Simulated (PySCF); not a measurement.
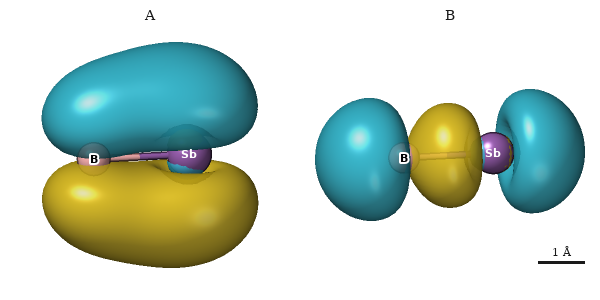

*BSb (charge −1, doublet). Two frontier α-spin orbitals, each drawn at the value that holds 80 % of its norm (yellow and cyan are the two phases), in no order; of a degenerate pair one member is drawn.*

Core potentials replace the inner electrons of Sb.

All numbers below come from PySCF, PBE0/aug-cc-pVDZ(-PP), non-relativistic Hamiltonian with scalar-relativistic core potentials where named, at a bond length of 2.018 Å.

**Label each orbital by symmetry, say whether it is occupied, and order them by energy.**

Orbital B: σ, occupied in this spin, −1.40 eV; shared between the atoms (B 55 %, Sb 45 %).
Orbital A: π, occupied in this spin, −0.70 eV; bonding, with no node between the atoms.
